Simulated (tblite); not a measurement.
# Run report: BSi$_{2}$H$_{5}$, geometry relaxation (part 1 of 2)

BSi$_{2}$H$_{5}$, multiplicity 3, SMILES B[Si][SiH3], computed with GFN2-xTB geometry optimisation, gas phase (tblite 0.8.0).

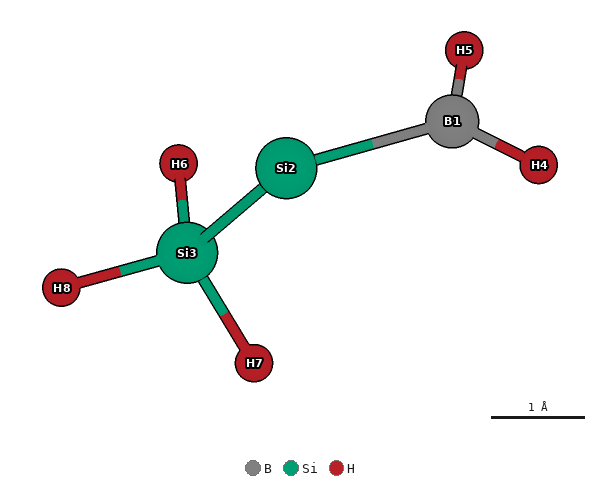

Figure 1. The structure as given in the input (ball-and-stick view, seen at a tilt; atoms are numbered from 1 in the order of the input). Bond lengths as drawn: B–H 1.17 to 1.18 Å, B–Si 1.95 Å, H–Si 1.47 Å and Si–Si 2.21 Å.

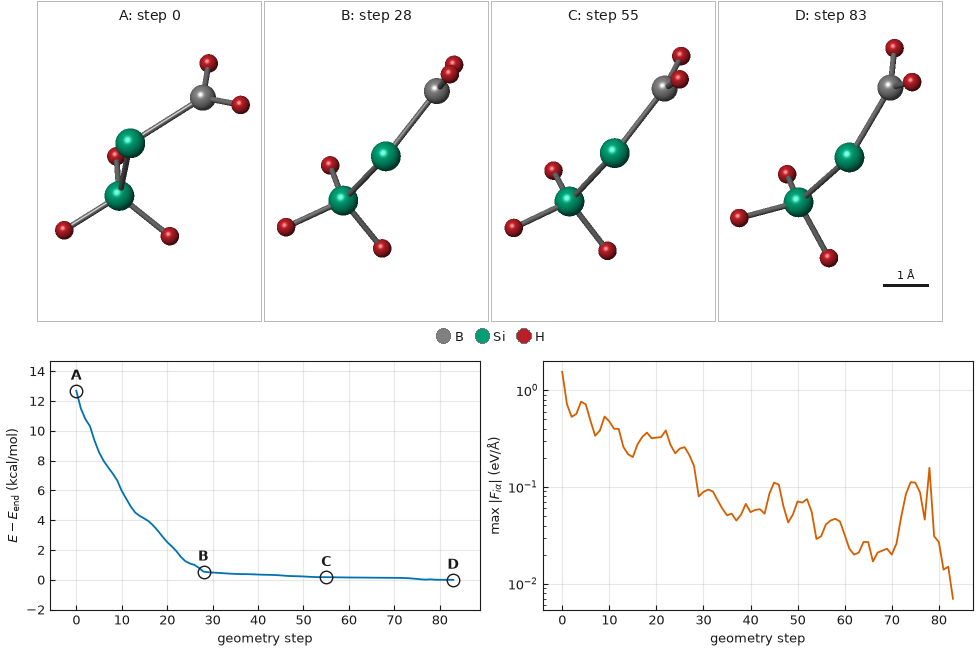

Figure 2. Frames of the relaxation (ball-and-stick view, seen at a tilt) above the curves, on which the letters mark them (steps are counted from 0).

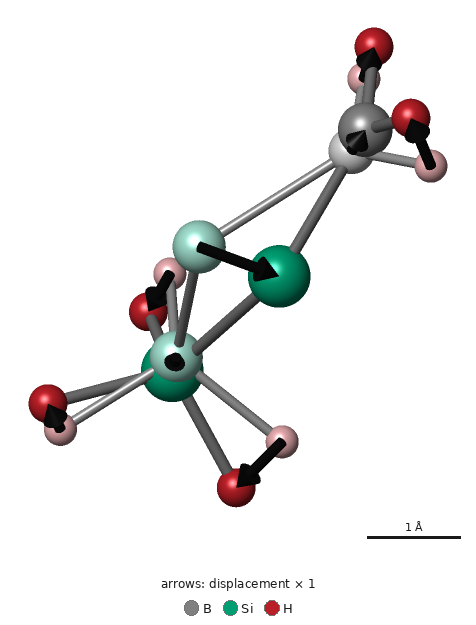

Figure 3. Start (faint) and end (solid) with the displacements as black arrows, at true length (ball-and-stick view, seen at a tilt). The two geometries are laid on each other by the best rigid fit. The atom that moves furthest after the best rigid fit is Si2 (0.99 Å). Largest moves by element: Si 0.99 Å, H 0.80 Å, B 0.35 Å. Among the contacts that change: Si2–Si3 2.212 → 2.282 Å, B1–Si2 1.946 → 1.899 Å, B1–H4 1.168 → 1.176 Å, Si3–H6 1.474 → 1.478 Å. Among the angles that change: B1–Si2–Si3 109.6° → 144.2°, Si2–Si3–H6 109.8° → 123.3°, H6–Si3–H7 108.9° → 104.5°. After 83 geometry steps the energy has fallen by 12.7 kcal/mol. Largest force component: 1.6 eV/Å at the start, 0.007 eV/Å at the end. (Atoms are counted from 1 in the order of the input.)

These pictures come from the run below.

Input:
```
{"job": {"kind": "relax", "xc": "GFN2-xTB", "basis": "xTB"}, "charge": 0, "multiplicity": 3}
B      1.912700    -0.183600     0.283500
Si     0.228500    -0.376700     1.238600
Si    -1.453100     0.114700    -0.112500
H      2.623000    -1.100000     0.142400
H      2.193500     0.863900    -0.172600
H     -1.324400     1.504400    -0.586000
H     -1.443200    -0.788900    -1.274200
H     -2.728000    -0.024400     0.611600
```

The first line tells a small driver script what to run in tblite; the rest is the geometry in Å.

Launched with:
```bash
OMP_NUM_THREADS=1 python <driver script> task.json out
```

What the program printed:
```
step      E/eV     max force
  0    -193.39014    1.622
  1    -193.44172    0.819
  2    -193.47289    0.554
  3    -193.49318    0.572
  4    -193.53492    0.803
  5    -193.56904    0.773
  6    -193.59401    0.525
  7    -193.61302    0.466
  8    -193.63083    0.477
  9    -193.65085    0.595
 10    -193.68153    0.523
 11    -193.70468    0.443
 12    -193.72762    0.423
 13    -193.74514    0.275
 14    -193.75484    0.275
 15    -193.76226    0.259
 16    -193.77076    0.286
 17    -193.78333    0.345
 18    -193.79844    0.383
 19    -193.81519    0.375
 20    -193.83055    0.432
 21    -193.84301    0.407
 22    -193.85653    0.483
 23    -193.87360    0.373
 24    -193.88631    0.263
 25    -193.89300    0.280
 26    -193.89714    0.347
 27    -193.90577    0.306
 28    -193.91676    0.187
 29    -193.91840    0.094
 30    -193.91934    0.097
 31    -193.92009    0.117
 32    -193.92102    0.119
 33    -193.92192    0.093
 34    -193.92272    0.063
 35    -193.92334    0.057
 36    -193.92367    0.058
 37    -193.92387    0.049
 38    -193.92417    0.052
 39    -193.92463    0.067
 40    -193.92519    0.065
 41    -193.92562    0.059
 42    -193.92592    0.062
 43    -193.92621    0.059
 44    -193.92673    0.094
 45    -193.92763    0.126
 46    -193.92873    0.122
 47    -193.92951    0.072
 48    -193.92990    0.050
 49    -193.93022    0.056
 50    -193.93075    0.090
 51    -193.93150    0.101
 52    -193.93222    0.093
 53    -193.93260    0.063
 54    -193.93276    0.037
 55    -193.93287    0.034
 56    -193.93299    0.044
 57    -193.93315    0.049
 58    -193.93336    0.060
 59    -193.93359    0.062
 60    -193.93379    0.042
 61    -193.93390    0.026
 62    -193.93396    0.027
 63    -193.93402    0.025
 64    -193.93411    0.035
 65    -193.93425    0.038
 66    -193.93440    0.027
 67    -193.93451    0.024
 68    -193.93460    0.025
 69    -193.93468    0.026
 70    -193.93474    0.028
 71    -193.93487    0.034
 72    -193.93515    0.051
 73    -193.93577    0.094
 74    -193.93675    0.145
 75    -193.93796    0.142
 76    -193.93931    0.109
 77    -193.93990    0.047
 78    -193.93913    0.174
 79    -193.94024    0.044
 80    -193.94036    0.030
 81    -193.94049    0.015
 82    -193.94054    0.016
 83    -193.94057    0.008
```

Trajectory as extended XYZ (Å, eV, eV/Å), 56 of the 84 frames kept, from step=0 to step=83:
```
8
Properties=species:S:1:pos:R:3:forces:R:3 step=0 energy=-193.39014
B     1.9127   -0.1836    0.2835   -0.2330  -0.0070   0.6770
Si    0.2285   -0.3767    1.2386    1.5500  -0.4770   0.0490
Si   -1.4531    0.1147   -0.1125   -1.0610   0.5470  -0.2240
H     2.6230   -1.1000    0.1424    0.2180   0.0310   0.0720
H     2.1935    0.8639   -0.1726   -0.1000  -0.1380  -0.1820
H    -1.3244    1.5044   -0.5860   -0.2220  -0.0730  -0.1850
H    -1.4432   -0.7889   -1.2742   -0.0930   0.0900   0.0040
H    -2.7280   -0.0244    0.6116   -0.0590   0.0270  -0.2110
8
Properties=species:S:1:pos:R:3:forces:R:3 step=2 energy=-193.47289
B     1.9133   -0.1836    0.3073    0.5310   0.0390   0.1540
Si    0.2755   -0.3951    1.2354   -0.0640  -0.2840  -0.1870
Si   -1.4829    0.1323   -0.1145    0.1100   0.0550   0.2020
H     2.6316   -1.0969    0.1463    0.2000   0.0860   0.1140
H     2.1882    0.8565   -0.1800   -0.1280  -0.1670  -0.1330
H    -1.3344    1.5038   -0.5949   -0.2200   0.1050  -0.2040
H    -1.4476   -0.7843   -1.2732   -0.1050   0.1490   0.0920
H    -2.7347   -0.0234    0.6045   -0.3240   0.0170  -0.0380
8
Properties=species:S:1:pos:R:3:forces:R:3 step=3 energy=-193.49318
B     1.9252   -0.1827    0.3190    0.5690   0.0420   0.0470
Si    0.2905   -0.4077    1.2300   -0.4080  -0.2280  -0.1960
Si   -1.4908    0.1397   -0.1107    0.3070  -0.0560   0.2420
H     2.6389   -1.0939    0.1501    0.2780   0.0270   0.1150
H     2.1836    0.8502   -0.1855   -0.0950  -0.0980  -0.1380
H    -1.3428    1.5060   -0.6025   -0.2170   0.1230  -0.1810
H    -1.4514   -0.7794   -1.2708   -0.1060   0.1650   0.1240
H    -2.7442   -0.0227    0.6011   -0.3280   0.0250  -0.0130
8
Properties=species:S:1:pos:R:3:forces:R:3 step=5 energy=-193.56904
B     2.0027   -0.1771    0.3749    0.0190  -0.0240  -0.1120
Si    0.3315   -0.4764    1.1946   -0.7150   0.0380  -0.2910
Si   -1.5099    0.1683   -0.0810    0.3960  -0.1910   0.1960
H     2.6963   -1.0837    0.1744    0.5510  -0.1230   0.1330
H     2.1596    0.8211   -0.2195    0.0560   0.0750  -0.0750
H    -1.3938    1.5210   -0.6452   -0.1950  -0.0110   0.0280
H    -1.4752   -0.7471   -1.2514   -0.0840   0.1380   0.1640
H    -2.8022   -0.0167    0.5842   -0.0280   0.0980  -0.0430
8
Properties=species:S:1:pos:R:3:forces:R:3 step=6 energy=-193.59401
B     2.0322   -0.1755    0.3945   -0.2370  -0.1390  -0.1790
Si    0.3327   -0.5023    1.1741   -0.4100   0.1160  -0.3060
Si   -1.5095    0.1755   -0.0655    0.1670  -0.0920   0.0870
H     2.7316   -1.0826    0.1871    0.4840  -0.0020   0.1850
H     2.1517    0.8114   -0.2345    0.0960   0.0190   0.0210
H    -1.4182    1.5262   -0.6610   -0.1730  -0.1050   0.1320
H    -1.4864   -0.7314   -1.2401   -0.0660   0.0770   0.1230
H    -2.8249   -0.0120    0.5763    0.1390   0.1250  -0.0620
8
Properties=species:S:1:pos:R:3:forces:R:3 step=8 energy=-193.63083
B     2.0440   -0.1854    0.3975   -0.2720  -0.2960  -0.2560
Si    0.3102   -0.5179    1.1374    0.3470  -0.0010  -0.1090
Si   -1.5010    0.1775   -0.0479   -0.3830   0.1860  -0.1730
H     2.7912   -1.0785    0.2115    0.1770   0.2640   0.2770
H     2.1511    0.8030   -0.2450    0.1000  -0.1070   0.1240
H    -1.4505    1.5241   -0.6656   -0.1210  -0.0970   0.1710
H    -1.5004   -0.7136   -1.2233   -0.0420  -0.0580  -0.0240
H    -2.8355    0.0003    0.5662    0.1940   0.1100  -0.0100
8
Properties=species:S:1:pos:R:3:forces:R:3 step=9 energy=-193.65085
B     2.0430   -0.1985    0.3908   -0.1310  -0.2540  -0.2930
Si    0.3025   -0.5251    1.1144    0.5350  -0.1000   0.0200
Si   -1.5036    0.1819   -0.0422   -0.4840   0.2260  -0.2610
H     2.8286   -1.0701    0.2319    0.0330   0.3170   0.2930
H     2.1539    0.7965   -0.2472    0.0880  -0.1650   0.1460
H    -1.4709    1.5204   -0.6631   -0.0920   0.0160   0.1300
H    -1.5089   -0.7056   -1.2145   -0.0390  -0.1220  -0.1070
H    -2.8357    0.0098    0.5608    0.0900   0.0810   0.0710
8
Properties=species:S:1:pos:R:3:forces:R:3 step=11 energy=-193.70468
B     2.0548   -0.2459    0.3660    0.3030  -0.0660  -0.2890
Si    0.3107   -0.5658    1.0419    0.1880  -0.1480   0.0860
Si   -1.5331    0.2078   -0.0324    0.0060  -0.0670  -0.1790
H     2.9489   -1.0277    0.3115   -0.2370   0.2760   0.2520
H     2.1622    0.7626   -0.2532    0.0880  -0.1650   0.0820
H    -1.5447    1.5195   -0.6593   -0.0170   0.4000  -0.0220
H    -1.5408   -0.6835   -1.1928   -0.0480  -0.2220  -0.2620
H    -2.8489    0.0424    0.5493   -0.2830  -0.0080   0.3310
8
Properties=species:S:1:pos:R:3:forces:R:3 step=12 energy=-193.72762
B     2.0664   -0.2664    0.3496    0.2450   0.0250  -0.1460
Si    0.3226   -0.5859    1.0165   -0.1050  -0.0830  -0.0010
Si   -1.5467    0.2171   -0.0342    0.2120  -0.2000  -0.0850
H     2.9882   -1.0033    0.3490   -0.1500   0.1130   0.2040
H     2.1676    0.7448   -0.2532    0.1080  -0.0440  -0.0360
H    -1.5736    1.5295   -0.6584    0.0050   0.3980  -0.0300
H    -1.5543   -0.6812   -1.1918   -0.0610  -0.1850  -0.2420
H    -2.8612    0.0547    0.5535   -0.2550  -0.0250   0.3360
8
Properties=species:S:1:pos:R:3:forces:R:3 step=14 energy=-193.75484
B     2.0813   -0.2957    0.3161    0.0280   0.0890   0.1570
Si    0.3314   -0.6113    0.9813   -0.1980  -0.0180  -0.1410
Si   -1.5583    0.2195   -0.0450    0.0630  -0.1020  -0.0360
H     3.0355   -0.9659    0.4121   -0.0220  -0.0950   0.1400
H     2.1846    0.7226   -0.2542    0.1110   0.1260  -0.2180
H    -1.6099    1.5585   -0.6520    0.0410   0.0800   0.0570
H    -1.5753   -0.6896   -1.2040   -0.0920  -0.0500  -0.1360
H    -2.8801    0.0712    0.5767    0.0700  -0.0300   0.1770
8
Properties=species:S:1:pos:R:3:forces:R:3 step=15 energy=-193.76226
B     2.0840   -0.3014    0.3080   -0.0430   0.1530   0.2040
Si    0.3284   -0.6165    0.9706   -0.0960  -0.0090  -0.1780
Si   -1.5595    0.2160   -0.0514   -0.0760  -0.0070  -0.0560
H     3.0432   -0.9577    0.4327   -0.0100  -0.1210   0.1240
H     2.1935    0.7208   -0.2587    0.0910   0.0710  -0.2040
H    -1.6160    1.5699   -0.6470    0.0470  -0.0710   0.0920
H    -1.5825   -0.6960   -1.2135   -0.1060   0.0160  -0.0780
H    -2.8820    0.0743    0.5902    0.1920  -0.0310   0.0960
8
Properties=species:S:1:pos:R:3:forces:R:3 step=17 energy=-193.78333
B     2.0910   -0.2960    0.3089   -0.0940   0.2240   0.1570
Si    0.3149   -0.6282    0.9358    0.2140   0.0330  -0.2010
Si   -1.5661    0.2054   -0.0717   -0.2880   0.1410  -0.1110
H     3.0489   -0.9508    0.4856   -0.0890  -0.0360   0.0830
H     2.2207    0.7215   -0.2857    0.0380  -0.1690  -0.0380
H    -1.6211    1.5918   -0.6298    0.0380  -0.3230   0.1140
H    -1.6070   -0.7101   -1.2437   -0.1480   0.1690   0.0550
H    -2.8722    0.0758    0.6315    0.3290  -0.0390  -0.0600
8
Properties=species:S:1:pos:R:3:forces:R:3 step=18 energy=-193.79844
B     2.0977   -0.2847    0.3184    0.0070   0.1280   0.0830
Si    0.3080   -0.6388    0.9015    0.3310   0.0790  -0.1750
Si   -1.5765    0.2010   -0.0867   -0.2670   0.1390  -0.1060
H     3.0548   -0.9482    0.5277   -0.2390   0.1120   0.0390
H     2.2408    0.7179   -0.3101    0.0170  -0.2750   0.0840
H    -1.6263    1.6000   -0.6163    0.0230  -0.3650   0.0840
H    -1.6306   -0.7137   -1.2633   -0.1800   0.2310   0.0990
H    -2.8589    0.0759    0.6596    0.3060  -0.0500  -0.1090
8
Properties=species:S:1:pos:R:3:forces:R:3 step=20 energy=-193.83055
B     2.1105   -0.2548    0.3431    0.1920  -0.1350  -0.0660
Si    0.3081   -0.6511    0.8275    0.1760   0.1540  -0.0790
Si   -1.6039    0.1963   -0.1178    0.1510  -0.1060   0.0370
H     3.0507   -0.9398    0.6060   -0.3240   0.2860  -0.0090
H     2.2795    0.6981   -0.3520    0.0300  -0.2270   0.1860
H    -1.6330    1.5950   -0.5878   -0.0210  -0.1080  -0.0710
H    -1.6861   -0.7059   -1.2943   -0.2370   0.2190   0.0430
H    -2.8168    0.0716    0.7063    0.0330  -0.0830  -0.0400
8
Properties=species:S:1:pos:R:3:forces:R:3 step=21 energy=-193.84301
B     2.1165   -0.2470    0.3488    0.1370  -0.1560  -0.0890
Si    0.3149   -0.6499    0.8001   -0.0180   0.1380  -0.0300
Si   -1.6121    0.1930   -0.1292    0.3280  -0.1980   0.1370
H     3.0403   -0.9298    0.6328   -0.1460   0.1890   0.0280
H     2.2941    0.6845   -0.3603    0.0630  -0.0830   0.1120
H    -1.6350    1.5878   -0.5782   -0.0340   0.0540  -0.1370
H    -1.7113   -0.6972   -1.3036   -0.2510   0.1540  -0.0370
H    -2.7983    0.0680    0.7206   -0.0790  -0.0980   0.0160
8
Properties=species:S:1:pos:R:3:forces:R:3 step=23 energy=-193.87360
B     2.1548   -0.2566    0.3472   -0.0200  -0.1870  -0.0070
Si    0.3333   -0.6682    0.6738   -0.1120   0.0560   0.1100
Si   -1.6309    0.1792   -0.1563    0.2730  -0.0570   0.2480
H     3.0627   -0.8649    0.7759   -0.0110   0.0340   0.0310
H     2.3574    0.6266   -0.3945    0.1620   0.1710  -0.0620
H    -1.6817    1.5898   -0.5537   -0.0150   0.0720  -0.1690
H    -1.8263   -0.6635   -1.3413   -0.2650   0.0550  -0.1190
H    -2.7602    0.0669    0.7798   -0.0120  -0.1430  -0.0320
8
Properties=species:S:1:pos:R:3:forces:R:3 step=24 energy=-193.88631
B     2.1720   -0.2665    0.3446   -0.0270  -0.1030  -0.0180
Si    0.3412   -0.6717    0.6131   -0.0360  -0.0400   0.2020
Si   -1.6321    0.1695   -0.1638    0.0680   0.0560   0.1010
H     3.0685   -0.8294    0.8480   -0.0030  -0.0220   0.0220
H     2.3949    0.6000   -0.4105    0.1790   0.1780  -0.0740
H    -1.7039    1.5891   -0.5451    0.0020   0.0200  -0.1470
H    -1.8942   -0.6424   -1.3632   -0.2230   0.0690  -0.0290
H    -2.7373    0.0609    0.8079    0.0390  -0.1590  -0.0570
8
Properties=species:S:1:pos:R:3:forces:R:3 step=26 energy=-193.89714
B     2.1922   -0.2805    0.3386    0.1040   0.0650  -0.0390
Si    0.3528   -0.6744    0.5494    0.0700  -0.1330   0.2580
Si   -1.6288    0.1585   -0.1703   -0.2450   0.1200  -0.2140
H     3.0682   -0.7856    0.9388   -0.0800  -0.0350  -0.0560
H     2.4529    0.5725   -0.4309    0.1360   0.0460   0.0130
H    -1.7288    1.5847   -0.5437    0.0290  -0.0280  -0.0850
H    -1.9966   -0.6062   -1.3903   -0.0900   0.1140   0.1800
H    -2.7029    0.0405    0.8394    0.0770  -0.1490  -0.0570
8
Properties=species:S:1:pos:R:3:forces:R:3 step=27 energy=-193.90577
B     2.1891   -0.2790    0.3363    0.0480   0.1480  -0.1000
Si    0.3534   -0.6714    0.5704    0.0110  -0.1040   0.1970
Si   -1.6250    0.1600   -0.1680   -0.2000   0.0900  -0.2140
H     3.0592   -0.7920    0.9255    0.0520  -0.0940   0.0200
H     2.4549    0.5805   -0.4269    0.0950   0.0060   0.0270
H    -1.7217    1.5821   -0.5528    0.0240  -0.0100  -0.0610
H    -1.9985   -0.6015   -1.3854   -0.0700   0.0840   0.1470
H    -2.7023    0.0307    0.8317    0.0400  -0.1190  -0.0150
8
Properties=species:S:1:pos:R:3:forces:R:3 step=29 energy=-193.91840
B     2.1894   -0.2668    0.3286    0.0020   0.0700   0.0160
Si    0.3547   -0.6701    0.6001   -0.0150   0.0680  -0.0260
Si   -1.6253    0.1616   -0.1776   -0.0360  -0.0230  -0.0470
H     3.0413   -0.8005    0.9311    0.0800  -0.0440  -0.0220
H     2.4841    0.5909   -0.4286    0.0030  -0.0640   0.0550
H    -1.7104    1.5777   -0.5714    0.0050   0.0400  -0.0120
H    -2.0389   -0.5806   -1.3825   -0.0340  -0.0130   0.0270
H    -2.6859   -0.0028    0.8312   -0.0040  -0.0340   0.0090
8
Properties=species:S:1:pos:R:3:forces:R:3 step=30 energy=-193.91934
B     2.1933   -0.2618    0.3312   -0.0130  -0.0110   0.0580
Si    0.3556   -0.6696    0.5917    0.0130   0.0890  -0.0370
Si   -1.6282    0.1600   -0.1825   -0.0130  -0.0250  -0.0140
H     3.0403   -0.7988    0.9428    0.0410  -0.0050  -0.0540
H     2.4938    0.5862   -0.4323    0.0120  -0.0390   0.0470
H    -1.7115    1.5771   -0.5717    0.0010   0.0460  -0.0070
H    -2.0556   -0.5746   -1.3851   -0.0360  -0.0310   0.0060
H    -2.6786   -0.0091    0.8368   -0.0050  -0.0240   0.0010
8
Properties=species:S:1:pos:R:3:forces:R:3 step=32 energy=-193.92102
B     2.1980   -0.2550    0.3389    0.0190  -0.0900   0.0750
Si    0.3578   -0.6606    0.5747    0.0020   0.0620  -0.0070
Si   -1.6331    0.1554   -0.1912    0.0010   0.0310   0.0120
H     3.0401   -0.7956    0.9574    0.0050   0.0140  -0.0570
H     2.5100    0.5754   -0.4338    0.0350   0.0330   0.0050
H    -1.7127    1.5769   -0.5717   -0.0100   0.0210   0.0040
H    -2.0853   -0.5665   -1.3887   -0.0380  -0.0600  -0.0300
H    -2.6658   -0.0206    0.8453   -0.0140  -0.0110  -0.0020
8
Properties=species:S:1:pos:R:3:forces:R:3 step=33 energy=-193.92192
B     2.1995   -0.2540    0.3437    0.0430  -0.0730   0.0390
Si    0.3584   -0.6530    0.5699   -0.0160   0.0340   0.0130
Si   -1.6353    0.1543   -0.1946   -0.0030   0.0590   0.0090
H     3.0422   -0.7956    0.9583    0.0070  -0.0050  -0.0280
H     2.5165    0.5714   -0.4316    0.0350   0.0500  -0.0050
H    -1.7128    1.5782   -0.5728   -0.0170  -0.0020   0.0120
H    -2.0974   -0.5654   -1.3891   -0.0320  -0.0610  -0.0380
H    -2.6621   -0.0265    0.8471   -0.0160  -0.0020  -0.0010
8
Properties=species:S:1:pos:R:3:forces:R:3 step=35 energy=-193.92334
B     2.2009   -0.2579    0.3492    0.0410   0.0120  -0.0380
Si    0.3563   -0.6404    0.5762   -0.0070   0.0090   0.0170
Si   -1.6383    0.1587   -0.1965   -0.0040   0.0340   0.0000
H     3.0523   -0.8020    0.9446    0.0070  -0.0510   0.0250
H     2.5193    0.5729   -0.4230    0.0130   0.0310   0.0050
H    -1.7133    1.5833   -0.5764   -0.0330  -0.0280   0.0120
H    -2.1015   -0.5732   -1.3860   -0.0080  -0.0270  -0.0190
H    -2.6667   -0.0318    0.8429   -0.0080   0.0200  -0.0020
```
